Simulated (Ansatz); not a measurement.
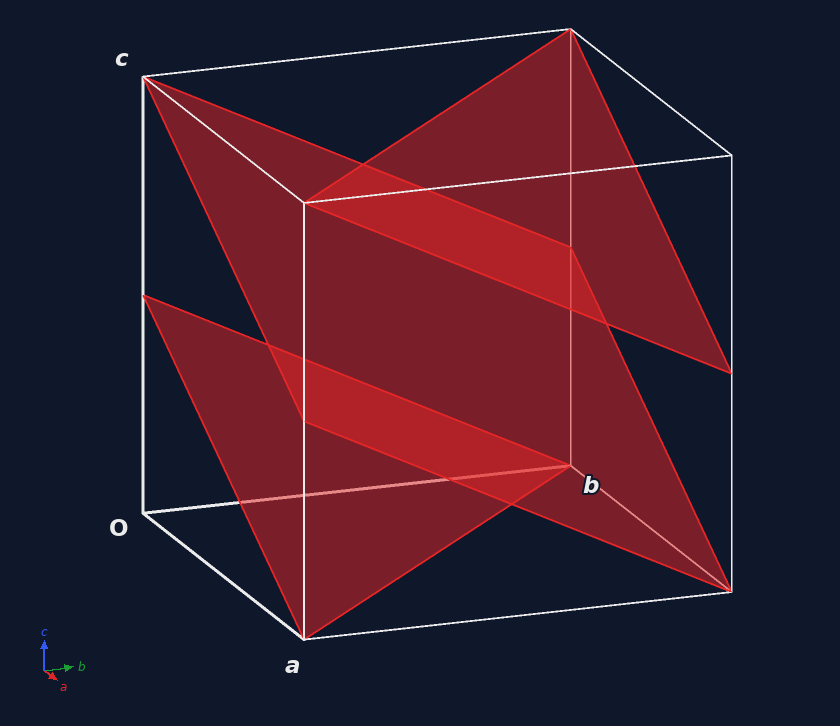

Crystal: Na2HgH4, the geometry relaxed with DFT PBE, scalar-relativistic, plane waves, PAW (Ansatz); the starting structure was generated, so it need not be a known form of this composition. Every member of one family of equally spaced planes, hx + ky + lz = a whole number, that cuts the unit cell is shaded (one member passes through the origin O, touching the cell only at an edge or corner). The drawing is computed from the coordinates (standard cell, symmetry found to 0.002 Å).

a = 7.143 Å, b = 7.143 Å, c = 7.143 Å, α = 90.00°, β = 90.00°, γ = 90.00°.

Index the planes.

(1 1 2); the opposite sign names the same planes. The member next to the origin meets the axes a at 1, b at 1, c at 1/2.

What is the spacing?

d = 2.916 Å.

The space group is F-43m, No. 216. How many reflections hkl are equivalent to this one (itself included), and does it occur?

24 reflections are equivalent in the Laue class m-3m. The reflection is systematically absent, by the centring.
